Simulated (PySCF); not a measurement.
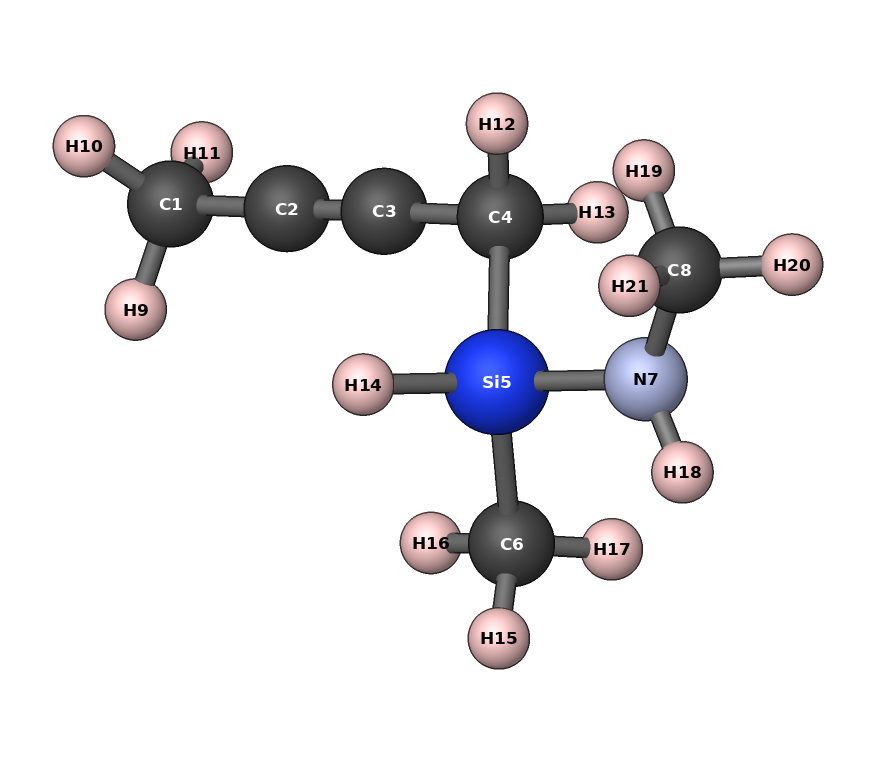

The geometry was computed by an optimisation with GFN2-xTB. No frequency run is at hand to confirm it as a minimum. Method: GIAO PBE0/pcSseg-1 NMR shielding, non-relativistic, gas phase (PySCF 2.14.0). Principal shieldings σ11 ≤ σ22 ≤ σ33, span Ω = σ33 − σ11, skew κ = 3(σiso − σ22)/Ω.

Give the shielding tensors of the C atoms.

| atom | σ11 | σ22 | σ33 | σiso | Ω | κ |
| --- | --- | --- | --- | --- | --- | --- |
| C1 | 174.3 | 174.7 | 196.7 | 181.9 | 22.3 | 0.97 |
| C2 | 21.0 | 24.4 | 274.8 | 106.7 | 253.8 | 0.97 |
| C3 | 19.4 | 23.0 | 275.1 | 105.8 | 255.7 | 0.97 |
| C4 | 166.1 | 181.1 | 198.1 | 181.8 | 32.0 | 0.06 |
| C6 | 185.9 | 191.5 | 196.7 | 191.4 | 10.8 | −0.03 |
| C8 | 131.6 | 147.7 | 186.9 | 155.4 | 55.4 | 0.42 |

Shieldings and span in ppm.

The geometry is semi-empirical. Around Si such bond lengths and angles can be off by a tenth of an ångström or more and by several degrees, and values that hang on the shape move with them.
